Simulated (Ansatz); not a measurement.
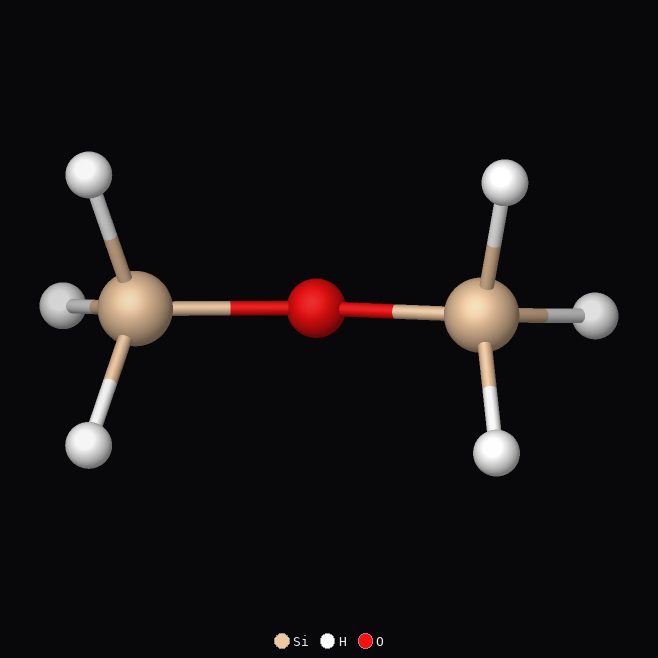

The structure as it stands in the input.

Ansatz 0.2.0 input:

```yaml
crystal:
  periodic: [false, false, false]
  atoms:
    - {symbol: Si, position_ang: [-0.258052, 0.026714, -0.242506]}
    - {symbol: H, position_ang: [1.133551, 0.533044, -0.371609]}
    - {symbol: O, position_ang: [-0.291382, -1.288259, 0.726445]}
    - {symbol: Si, position_ang: [-0.038105, -1.903883, 2.218416]}
    - {symbol: H, position_ang: [-0.770292, -0.366698, -1.577014]}
    - {symbol: H, position_ang: [-1.113413, 1.102847, 0.323564]}
    - {symbol: H, position_ang: [-0.854045, -1.170174, 3.221430]}
    - {symbol: H, position_ang: [1.397825, -1.786540, 2.584293]}
    - {symbol: H, position_ang: [-0.432911, -3.332870, 2.204134]}
basis:
  gaussian: {orbitals: def2-TZVPP}
hamiltonian: {xc: {name: wB97M-V}}
```

Command:

```sh
ansatz run in.yaml --threads 8 --pin off --events-out ev --progress --plain --max-ram 19148MiB
```

What the program printed:

```
Functional definition: wB97M-V
  name "wB97M-V"
  cite "Mardirossian & Head-Gordon, J. Chem. Phys. 144, 214110 (2016) doi:10.1063/1.4952647"
  cite "Becke, J. Chem. Phys. 107, 8554 (1997) doi:10.1063/1.475007"
  cite "Vydrov & Van Voorhis, J. Chem. Phys. 133, 244103 (2010) doi:10.1063/1.3521275"
  # Of w^i u^j: cxij and so on, Table III.
  parameter omega = 0.3/bohr
  parameter cx = 0.15
  parameter cx01 = 1.007
  parameter cx10 = 0.259
  parameter css00 = 0.443
  parameter css04 = -1.437
  parameter css10 = -4.535
  parameter css20 = -3.390
  parameter css43 = 4.278
  parameter cos00 = 1.000
  parameter cos10 = 1.358
  parameter cos20 = 2.924
  parameter cos21 = -8.812
  parameter cos60 = -1.390
  parameter cos61 = 9.142
  parameter b = 6.0
  parameter c = 0.01
  gx(w, u) = 1 - cx + cx01*u + cx10*w
  gss(w, u) = css00 + css04*u^4 + css10*w + css20*w^2 + css43*w^4*u^3
  gos(w, u) = cos00 + cos10*w + (cos20 + cos21*u)*w^2 + (cos60 + cos61*u)*w^6
  exchange = spin_sum(e_x_unif_sr(omega)*gx(b97_w, b97_u_x)) + cx*exact_x_sr(omega) + exact_x_lr(omega)
  correlation = spin_sum(e_c_pw_mod_same_spin*gss(b97_w, b97_u_same))
      + integral(e_c_pw_mod_opposite_spin*gos(b97_w_opposite, b97_u_opposite)) + vv10(b, c)
1087 factors; their error is unknown
257 factors; integrals over basis functions are off by at most 1.2e-5 eV
mean field evaluation 1: about -17897.6870 eV, gradient 4.7e1 eV
mean field evaluation 2: about -17895.9551 eV, gradient 5.8e1 eV
mean field evaluation 4: about -17901.2162 eV, gradient 3.5e-1 eV
mean field evaluation 8: about -17901.2337 eV, gradient 3.7e-3 eV
mean field -17901.23370514 eV, -657.8582047720 hartree, gradient 3.5e-5 eV, S^2 0.000000; 0 other end points of the search recorded, 0 dependent functions left out
reference -17901.23376169 eV, -657.8582068501 hartree; 21, 21 occupied and 178, 178 virtual orbitals, 1087 factors
Total energy: -17901.23376169 eV, -657.8582068501 hartree
```
